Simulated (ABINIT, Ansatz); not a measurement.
## Al3Os (Pm-3m): zone-centre phonons

Aim: the zone-centre modes of Al3Os (Pm-3m).

Calculated with ABINIT 10.8.3; DFT PBEsol, scalar-relativistic, plane waves, PseudoDojo norm-conserving pseudopotentials.

The structure was built from a prototype and need not be the compound's stable phase.

**1. Set-up**

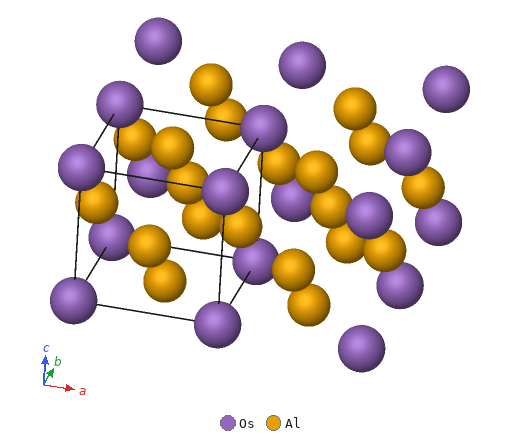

Start, viewed from a free direction; osmium purple, aluminium orange. 2×2×1 cells are drawn. Some periodic images of atoms are drawn too.

**2. Relaxation**

The harmonic expansion needs vanishing forces, and a free crystal bears no stress, so cell and atoms are brought to rest. Stress is more sensitive to the basis than forces are: the last 3 Ha under the cutoff are smoothed with ecutsm, and the cutoff is raised above that of the later runs.

The starting cell comes from a relaxation made beforehand in Ansatz (PBEsol, PseudoDojo NC).

Contents of relax.abi:

```
# relaxation
ionmov 2
optcell 2
dilatmx 1.08
ntime 40
tolmxf 1.0d-05
tolvrs 1.0d-14
prtwf 0
prtden 0
chksymtnons 0

# basis, mesh and filling
ecut 41.0
ecutsm 3.0
ngkpt 8 8 8
nshiftk 1
shiftk 0.0 0.0 0.0
istwfk *1
occopt 7
tsmear 0.01
nband 20
nstep 100
diemac 1000000.0
prtebands 0
prtgsr 0
useylm 1

# cell and atoms
acell 3*1.0 Angstrom
rprim 
    3.843393512 0.0 0.0
    0.0 3.843393512 0.0
    0.0 0.0 3.843393512
ntypat 2
znucl 76 13
natom 4
typat 1 2 2 2
xred 
    0.0 0.0 0.0
    0.0 0.5 0.5
    0.5 0.0 0.5
    0.5 0.5 0.0
pp_dirpath "./pseudo"
pseudos "Os.upf, Al.upf"
```

Launch:

```bash
OMP_NUM_THREADS=1 mpirun -n 4 abinit relax.abi > relax.log
```

Numbers of over 12 decimals in the logs are rounded to 6 here.

relax.abo, the main output file:

```text
[banners, grids, parts of the stress and lines that vanish by symmetry left out]
- input  file    -> relax.abi
- output file    -> relax.abo
- root for input  files -> relaxi
[...]
Symmetries : space group Pm -3 m (#221); Bravais cP (primitive cubic)
[...]
mpw =        6088          nfft =      110592          nkpt =          35
[...]
== DATASET  1 ==================================================================
[...]
cutoff_energies: {ecut:  41.0, pawecutdg:  -1.0, }
[...]
ETOT  1  -108.06891857306    -1.081E+02 6.077E-02 2.900E+02
 ETOT  2  -108.09281143253    -2.389E-02 1.804E-02 4.937E+02
 ETOT  3  -108.14945327795    -5.664E-02 6.649E-03 3.722E+01
 ETOT  4  -108.15364605368    -4.193E-03 1.924E-03 1.376E-02
 ETOT  5  -108.15364717188    -1.118E-06 1.524E-03 3.013E-03
[...]
At SCF step   10       vres2   =  9.32E-16 < tolvrs=  1.00E-14 =>converged.
[...]
sigma(1 1)= -1.37230736E-06  sigma(3 2)=  0.00000000E+00
  sigma(2 2)= -1.37230736E-06  sigma(3 1)=  0.00000000E+00
  sigma(3 3)= -1.37230736E-06  sigma(2 1)=  0.00000000E+00
[...]
convergence: {deltae:  1.691E-12, res2:  9.317E-16, residm:  5.899E-05, diffor: null, }
etotal    :  -1.08153647E+02
[...]
ETOT  1  -108.15364295018    -1.082E+02 4.651E-05 4.110E-02
[...]
At SCF step    7       vres2   =  3.42E-15 < tolvrs=  1.00E-14 =>converged.
[...]
sigma(1 1)= -6.66625420E-07  sigma(3 2)=  0.00000000E+00
  sigma(2 2)= -6.66625420E-07  sigma(3 1)=  0.00000000E+00
  sigma(3 3)= -6.66625420E-07  sigma(2 1)=  0.00000000E+00
[...]
convergence: {deltae:  3.823E-12, res2:  3.422E-15, residm:  1.679E-05, diffor: null, }
etotal    :  -1.08153648E+02
[...]
ETOT  1  -108.15364345453    -1.082E+02 1.543E-05 3.670E-02
[...]
ETOT  6  -108.15364753619     7.745E-12 1.118E-05 5.004E-13
 ETOT  7  -108.15364753619    -3.539E-12 9.697E-06 2.891E-15
 At SCF step    7       vres2   =  2.89E-15 < tolvrs=  1.00E-14 =>converged.
[...]
sigma(1 1)= -2.17405038E-10  sigma(3 2)=  0.00000000E+00
  sigma(2 2)= -2.17405038E-10  sigma(3 1)=  0.00000000E+00
  sigma(3 3)= -2.17405038E-10  sigma(2 1)=  0.00000000E+00
[...]
convergence: {deltae: -3.539E-12, res2:  2.891E-15, residm:  9.697E-06, diffor: null, }
etotal    :  -1.08153648E+02
[...]
At Broyd/MD step   3, gradients are converged :
[...]
sigma(1 1)= -2.17405038E-10  sigma(3 2)=  0.00000000E+00
  sigma(2 2)= -2.17405038E-10  sigma(3 1)=  0.00000000E+00
  sigma(3 3)= -2.17405038E-10  sigma(2 1)=  0.00000000E+00
[...]
- sigma(1 1)= -6.39627706E-06  sigma(3 2)=  0.00000000E+00
- sigma(2 2)= -6.39627706E-06  sigma(3 1)=  0.00000000E+00
- sigma(3 3)= -6.39627704E-06  sigma(2 1)=  0.00000000E+00
[...]
fcart     -0.0000000000E+00 -0.0000000000E+00 -0.0000000000E+00
           strten     -2.1740503842E-10 -2.1740503842E-10 -2.1740503755E-10
================================================================================

[key lines of the parts left out:]
pressure_GPa:   6.3963E-06
Total energy (etotal) [Ha]= -1.08153647536189E+02
```

Elapsed: 60 s, on 4 MPI ranks of AMD EPYC 9R45, shared host; 4 min of CPU time.

Little changed from the start: no atom moved by 0.005 Å and no cell edge by 0.1 %.

This step gave:

| Property | Result |
| --- | --- |
| volume per atom | 14.20 Å³ |
| pressure | 6.40e-6 GPa |
| gap on the k-mesh | 0 eV |

**3. Ground state**

The response is built on these wavefunctions, so the potential is converged far more tightly than an energy would need. Occupations are smeared.

Contents of gs.abi:

```
# ground state
tolvrs 1.0d-16
prtden 1
prtwf 1

# basis, mesh and filling
ecut 33.0
ngkpt 8 8 8
nshiftk 1
shiftk 0.0 0.0 0.0
istwfk *1
occopt 7
tsmear 0.01
nband 20
nstep 100
diemac 1000000.0
prtebands 0
prtgsr 0
useylm 1

# cell and atoms
acell 3*1.0 Angstrom
rprim 
    3.843701252 0.0 0.0
    0.0 3.843701252 0.0
    0.0 0.0 3.843701252
ntypat 2
znucl 76 13
natom 4
typat 1 2 2 2
xred 
    0.0 0.0 0.0
    0.0 0.5 0.5
    0.5 0.0 0.5
    0.5 0.5 0.0
pp_dirpath "./pseudo"
pseudos "Os.upf, Al.upf"
```

Launch:

```bash
OMP_NUM_THREADS=1 mpirun -n 4 abinit gs.abi > gs.log
```

gs.abo, the main output file:

```text
[banners, grids, parts of the stress and lines that vanish by symmetry left out]
- input  file    -> gs.abi
- output file    -> gs.abo
- root for input  files -> gsi
[...]
Symmetries : space group Pm -3 m (#221); Bravais cP (primitive cubic)
[...]
mpw =        3495          nfft =       64000          nkpt =          35
[...]
== DATASET  1 ==================================================================
[...]
cutoff_energies: {ecut:  33.0, pawecutdg:  -1.0, }
[...]
ETOT  1  -108.07541700668    -1.081E+02 9.319E-02 1.751E+02
 ETOT  2  -108.08660013105    -1.118E-02 1.846E-02 3.151E+02
 ETOT  3  -108.14944086395    -6.284E-02 7.587E-03 2.070E+01
 ETOT  4  -108.15348695470    -4.046E-03 2.477E-03 1.413E-02
 ETOT  5  -108.15348885337    -1.899E-06 1.634E-03 1.533E-03
[...]
ETOT 10  -108.15348911841     1.236E-12 1.675E-04 1.286E-15
 ETOT 11  -108.15348911841     2.402E-12 9.619E-05 6.295E-17
 At SCF step   11       vres2   =  6.30E-17 < tolvrs=  1.00E-16 =>converged.
[...]
sigma(1 1)=  5.65478742E-06  sigma(3 2)=  0.00000000E+00
  sigma(2 2)=  5.65478742E-06  sigma(3 1)=  0.00000000E+00
  sigma(3 3)=  5.65478742E-06  sigma(2 1)=  0.00000000E+00
[...]
convergence: {deltae:  2.402E-12, res2:  6.295E-17, residm:  9.619E-05, diffor: null, }
etotal    :  -1.08153489E+02
[...]
sigma(1 1)=  5.65478742E-06  sigma(3 2)=  0.00000000E+00
  sigma(2 2)=  5.65478742E-06  sigma(3 1)=  0.00000000E+00
  sigma(3 3)=  5.65478742E-06  sigma(2 1)=  0.00000000E+00
[...]
- sigma(1 1)=  1.66369590E-01  sigma(3 2)=  0.00000000E+00
- sigma(2 2)=  1.66369590E-01  sigma(3 1)=  0.00000000E+00
- sigma(3 3)=  1.66369590E-01  sigma(2 1)=  0.00000000E+00
[...]
fcart     -0.0000000000E+00 -0.0000000000E+00 -0.0000000000E+00
           strten      5.6547874243E-06  5.6547874243E-06  5.6547874243E-06
================================================================================

[key lines of the parts left out:]
pressure_GPa:  -1.6637E-01
```

The job ended after 16 s (4 MPI ranks; 62 s of CPU time).

Read from the output:

```
pressure : -0.1664 GPa
```

The cell stands at -0.17 GPa: the relaxation ran with a smoothed and higher cutoff, and the difference is a stress of the finite basis.

**4. Zone-centre response**

At q = 0 one unit cell holds all displacements. The response is solved for single atoms along the cell's directions, and symmetry skips those that follow from others. The crystal is treated as a metal, which screens a static field, so no field response is asked.

Contents of dfpt_gamma.abi:

```

# common to the responses
getwfk_filepath "gso_WFK"
kptopt 2
nqpt 1
qpt 0.0 0.0 0.0
asr 0
chneut 0

# displacements
rfphon 1
rfatpol 1 4
rfdir 1 1 1
tolvrs 1.0d-10
prtwf 0

# basis, mesh and filling
ecut 33.0
ngkpt 8 8 8
nshiftk 1
shiftk 0.0 0.0 0.0
istwfk *1
occopt 7
tsmear 0.01
nband 20
nstep 100
diemac 1000000.0
prtebands 0
prtgsr 0
useylm 1

# cell and atoms
acell 3*1.0 Angstrom
rprim 
    3.843701252 0.0 0.0
    0.0 3.843701252 0.0
    0.0 0.0 3.843701252
ntypat 2
znucl 76 13
natom 4
typat 1 2 2 2
xred 
    0.0 0.0 0.0
    0.0 0.5 0.5
    0.5 0.0 0.5
    0.5 0.5 0.0
pp_dirpath "./pseudo"
pseudos "Os.upf, Al.upf"
```

Launch:

```bash
OMP_NUM_THREADS=1 mpirun -n 4 abinit dfpt_gamma.abi > dfpt_gamma.log
```

dfpt_gamma.abo, the main output file:

```text
[banners, grids, parts of the stress and lines that vanish by symmetry left out]
- input  file    -> dfpt_gamma.abi
- output file    -> dfpt_gamma.abo
- root for input  files -> dfpt_gammai
- root for output files -> dfpt_gammao

 Symmetries : space group Pm -3 m (#221); Bravais cP (primitive cubic)
================================================================================
 Values of the parameters that define the memory need of the present run (RF).
     intxc =       0      iscf =       7    lmnmax =      32     lnmax =       8
     mgfft =      40  mpssoang =       4    mqgrid =    3001     natom =       4
  nloc_mem =       1    nspden =       1   nspinor =       1    nsppol =       1
      nsym =      48    n1xccc =    2501    ntypat =       2    occopt =       7
   xclevel =       2
-    mband =          20        mffmem =           1         mkmem =          65
-   mkqmem =          65        mk1mem =          65           mpw =        3495
      nfft =       64000          nkpt =         260
- my_mband =          20
================================================================================
================================================================================

--------------------------------------------------------------------------------
------------- Echo of variables that govern the present computation ------------
--------------------------------------------------------------------------------
-
- outvars: echo of selected default values
-   iomode0 =  0 , fftalg0 =312 , wfoptalg0 =  0
-
- outvars: echo of global parameters not present in the input file
-  max_nthreads =    1
-
 -outvars: echo values of preprocessed input variables
 [... echo left out ...]
================================================================================

 chkinp: Checking input parameters for consistency.

[...]
== DATASET  1 ==================================================================
-   mpi_nproc: 4, omp_nthreads: 1 (-1 if OMP is not activated)

--- !DatasetInfo
iteration_state: {dtset: 1, }
dimensions: {natom: 4, nkpt: 260, mband: 20, nsppol: 1, nspinor: 1, nspden: 1, mpw: 3495, }
cutoff_energies: {ecut:  33.0, pawecutdg:  -1.0, }
electrons: {nelect:   2.50000000E+01, charge:   0.00000000E+00, occopt:   7.00000000E+00, tsmear:   1.00000000E-02, }
meta: {optdriver: 1, rfphon: 1, }
...

 mkfilename: getwfk from: gso_WFK

 Real(R)+Recip(G) space primitive vectors, cartesian coordinates (Bohr,Bohr^-1):
 R(1)=  7.2635427  0.0000000  0.0000000  G(1)=  0.1376739  0.0000000  0.0000000
 R(2)=  0.0000000  7.2635427  0.0000000  G(2)=  0.0000000  0.1376739  0.0000000
 R(3)=  0.0000000  0.0000000  7.2635427  G(3)=  0.0000000  0.0000000  0.1376739
 Unit cell volume ucvol=  3.8321763E+02 bohr^3
 Angles (23,13,12)=  9.00000000E+01  9.00000000E+01  9.00000000E+01 degrees
 setup1 : take into account q-point for computing boxcut.

 getcut: wavevector=  0.0000  0.0000  0.0000  ngfft=  40  40  40
         ecut(hartree)=     33.000   => boxcut(ratio)=   2.12956

--- Pseudopotential description ------------------------------------------------
- pspini: atom type   1  psp file is ./pseudo/Os.upf

- pspini: atom type   2  psp file is ./pseudo/Al.upf

   7.04338285E+02                                ecore*ucvol(ha*bohr**3)
--------------------------------------------------------------------------------

 ==>  initialize data related to q vector <==

 The list of irreducible perturbations for this q vector is:
    1)    idir= 1    ipert=   1
    2)    idir= 1    ipert=   2
    3)    idir= 2    ipert=   2

[...]
The perturbation idir=   2  ipert=   1 is
 symmetric of a previously calculated perturbation.
 So, its SCF calculation is not needed.

 The perturbation idir=   3  ipert=   1 is
 symmetric of a previously calculated perturbation.
 So, its SCF calculation is not needed.

 The perturbation idir=   3  ipert=   2 is
 symmetric of a previously calculated perturbation.
 So, its SCF calculation is not needed.

 The perturbation idir=   1  ipert=   3 is
 symmetric of a previously calculated perturbation.
 So, its SCF calculation is not needed.

[...]
The perturbation idir=   2  ipert=   4 is
 symmetric of a previously calculated perturbation.
 So, its SCF calculation is not needed.

 The perturbation idir=   3  ipert=   4 is
 symmetric of a previously calculated perturbation.
 So, its SCF calculation is not needed.

--------------------------------------------------------------------------------
 Perturbation wavevector (in red.coord.)   0.000000  0.000000  0.000000
 Perturbation : displacement of atom   1   along direction   1
 Found     8 symmetries that leave the perturbation invariant.

[...]
dfpt_looppert : total number of electrons, from k and k+q
  fully or partially occupied states are    2.500000E+01 and    2.500000E+01.
 Initialisation of the first-order wave-functions :
  ireadwf=   0

--- !BeginCycle
iteration_state: {dtset: 1, }
solver: {iscf: 7, nstep: 100, nline: 4, wfoptalg: 0, }
tolerances: {tolvrs: 1.00E-10, }
...

     iter   2DEtotal(Ha)        deltaE(Ha) residm    vres2
-ETOT  1   8.314675     -4.457E+03 1.115E+01 1.356E+04
 ETOT  2   3.009822     -5.305E+00 2.260E-01 7.506E+02
 ETOT  3   2.759520     -2.503E-01 1.027E-01 1.033E+01
 ETOT  4   2.755182     -4.337E-03 4.718E-02 1.498E-01
 ETOT  5   2.755245      6.223E-05 1.779E-02 3.213E-01
[...]
At SCF step    9       vres2   =  5.85E-11 < tolvrs=  1.00E-10 =>converged.
[...]
Mean square residual over all n,k,spin=   70.370E-08; max=  94.623E-05

 Thirteen components of 2nd-order total energy (hartree) are
 1,2,3: 0th-order hamiltonian combined with 1st-order wavefunctions
     kin0=   3.56561866E+03 eigvalue=   2.78044673E+02  local=  -2.32747741E+03
 4,5,6: 1st-order hamiltonian combined with 1st and 0th-order wfs
 loc psp =  -5.86413310E+03  Hartree=   1.58863948E+03     xc=  -2.36074067E+02
 note that "loc psp" includes a xc core correction that could be resolved
 7,8,9: eventually, occupation + non-local contributions
    edocc=   3.06358494E+02     enl0=   1.28743362E+03   enl1=  -3.06095380E+03
 1-9 gives the relaxation energy (to be shifted if some occ is /=2.0)
   erelax=  -4.46254345E+03
 10,11,12 Non-relaxation  contributions : frozen-wavefunctions and Ewald
 fr.local=   2.78816067E+03 fr.nonlo=   1.52993836E+03  Ewald=   8.30429195E+01
 13,14 Frozen wf xc core corrections (1) and (2)
 frxc 1  =  -4.08033699E+02  frxc 2 =   4.72190314E+02
 Resulting in :
 2DEtotal=    0.2755112471E+01 Ha. Also 2DEtotal=    0.749704296026E+02 eV
    (2DErelax=   -4.4625434514E+03 Ha. 2DEnonrelax=    4.4652985639E+03 Ha)
    (  non-var. 2DEtotal :    2.7551137200E+00 Ha)

[...]
Perturbation wavevector (in red.coord.)   0.000000  0.000000  0.000000
 Perturbation : displacement of atom   2   along direction   1
 Found     8 symmetries that leave the perturbation invariant.

[...]
dfpt_looppert : total number of electrons, from k and k+q
  fully or partially occupied states are    2.500000E+01 and    2.500000E+01.
 Initialisation of the first-order wave-functions :
  ireadwf=   0

--- !BeginCycle
iteration_state: {dtset: 1, }
solver: {iscf: 7, nstep: 100, nline: 4, wfoptalg: 0, }
tolerances: {tolvrs: 1.00E-10, }
...

     iter   2DEtotal(Ha)        deltaE(Ha) residm    vres2
-ETOT  1   5.813200     -3.151E+01 1.372E+00 2.924E+03
[...]
At SCF step    9       vres2   =  4.77E-11 < tolvrs=  1.00E-10 =>converged.
[...]
Mean square residual over all n,k,spin=   30.474E-08; max=  41.097E-05

 Thirteen components of 2nd-order total energy (hartree) are
 1,2,3: 0th-order hamiltonian combined with 1st-order wavefunctions
     kin0=   2.48587239E+01 eigvalue=  -3.05432718E+00  local=  -1.46692097E+01
 4,5,6: 1st-order hamiltonian combined with 1st and 0th-order wfs
 loc psp =  -1.11511216E+01  Hartree=   7.20858680E+00     xc=  -2.16504989E+00
 note that "loc psp" includes a xc core correction that could be resolved
 7,8,9: eventually, occupation + non-local contributions
    edocc=   3.24374147E+00     enl0=   1.68466443E+01   enl1=  -5.33870979E+01
 1-9 gives the relaxation energy (to be shifted if some occ is /=2.0)
   erelax=  -3.22691098E+01
 10,11,12 Non-relaxation  contributions : frozen-wavefunctions and Ewald
 fr.local=   9.95121697E+00 fr.nonlo=   3.69030518E+01  Ewald=  -8.47814510E+00
 13,14 Frozen wf xc core corrections (1) and (2)
 frxc 1  =  -4.25662769E+00  frxc 2 =   3.20780586E+00
 Resulting in :
 2DEtotal=    0.5058192056E+01 Ha. Also 2DEtotal=    0.137640417734E+03 eV
    (2DErelax=   -3.2269109751E+01 Ha. 2DEnonrelax=    3.7327301807E+01 Ha)
    (  non-var. 2DEtotal :    5.0581920865E+00 Ha)

[...]
Perturbation wavevector (in red.coord.)   0.000000  0.000000  0.000000
 Perturbation : displacement of atom   2   along direction   2
 Found     4 symmetries that leave the perturbation invariant.

--------------------------------------------------------------------------------

--------------------------------------------------------------------------------

 dfpt_looppert : total number of electrons, from k and k+q
  fully or partially occupied states are    2.500000E+01 and    2.500000E+01.
 Initialisation of the first-order wave-functions :
  ireadwf=   0

--- !BeginCycle
iteration_state: {dtset: 1, }
solver: {iscf: 7, nstep: 100, nline: 4, wfoptalg: 0, }
tolerances: {tolvrs: 1.00E-10, }
...

     iter   2DEtotal(Ha)        deltaE(Ha) residm    vres2
-ETOT  1   4.817207     -3.286E+01 1.325E+00 5.007E+03
[...]
ETOT  8   3.440291     -4.789E-09 1.369E-04 1.384E-09
 ETOT  9   3.440291     -5.045E-13 8.047E-05 1.804E-12

 At SCF step    9       vres2   =  1.80E-12 < tolvrs=  1.00E-10 =>converged.
[...]
Mean square residual over all n,k,spin=   36.628E-09; max=  80.474E-06

 Thirteen components of 2nd-order total energy (hartree) are
 1,2,3: 0th-order hamiltonian combined with 1st-order wavefunctions
     kin0=   2.69182247E+01 eigvalue=  -3.27303177E+00  local=  -1.60002944E+01
 4,5,6: 1st-order hamiltonian combined with 1st and 0th-order wfs
 loc psp =  -7.78771751E+00  Hartree=   7.76646091E+00     xc=  -2.17411973E+00
 note that "loc psp" includes a xc core correction that could be resolved
 7,8,9: eventually, occupation + non-local contributions
    edocc=   3.00594722E+00     enl0=   1.79932217E+01   enl1=  -6.06850997E+01
 1-9 gives the relaxation energy (to be shifted if some occ is /=2.0)
   erelax=  -3.42364086E+01
 10,11,12 Non-relaxation  contributions : frozen-wavefunctions and Ewald
 fr.local=  -6.35581506E+01 fr.nonlo=   4.11946735E+01  Ewald=   6.13310797E+01
 13,14 Frozen wf xc core corrections (1) and (2)
 frxc 1  =  -4.20321664E+00  frxc 2 =   2.91231357E+00
 Resulting in :
 2DEtotal=    0.3440290996E+01 Ha. Also 2DEtotal=    0.936150870993E+02 eV
    (2DErelax=   -3.4236408613E+01 Ha. 2DEnonrelax=    3.7676699610E+01 Ha)
    (  non-var. 2DEtotal :    3.4402910229E+00 Ha)

[...]
---- first-order wavefunction calculations are completed ----

 ==> Compute Derivative Database <==

 [... matrices left out ...]
  Phonon wavevector (reduced coordinates) :  0.00000  0.00000  0.00000
 Phonon energies in Hartree :
  -1.352833E-05 -1.352833E-05 -1.352833E-05  7.024607E-04  7.024607E-04
   7.024607E-04  1.139070E-03  1.139070E-03  1.139070E-03  1.720667E-03
   1.720667E-03  1.720667E-03
 Phonon frequencies in cm-1    :
- -2.969125E+00 -2.969125E+00 -2.969125E+00  1.541723E+02  1.541723E+02
-  1.541723E+02  2.499970E+02  2.499970E+02  2.499970E+02  3.776428E+02
-  3.776428E+02  3.776428E+02

== END DATASET(S) ==============================================================
================================================================================

 -outvars: echo values of variables after computation
            acell      1.8897261259E+00  1.8897261259E+00  1.8897261259E+00 Bohr
           etotal      3.4402909963E+00
            fcart      0.0000000000E+00  0.0000000000E+00  0.0000000000E+00
           strten      0.0000000000E+00  0.0000000000E+00  0.0000000000E+00
================================================================================
```

It took 90 s on 4 MPI ranks.

Read from the output:

- largest acoustic frequency at the zone centre before the sum rule: -2.97 cm⁻¹
- highest optical zone-centre mode (no LO-TO term): 377.6 cm⁻¹
- lowest optical zone-centre mode: 154.2 cm⁻¹

The acoustic modes at Γ come out as far as 3.0 cm⁻¹ from zero, where they should vanish, a small numerical error.

(Continued in part 2 of 2.)

[Host names and launcher messages were left out of these logs when they were recorded.]

[Logs are printed without paths, hosts, clocks, repeated set-up lines and the standing remarks that a program may print on its own settings, such as how far it seeks lower states.]

[Hosts, paths, dates, database ids (printed as entryN), source tags and the programs' standing remarks are cut or masked in the printed files.]
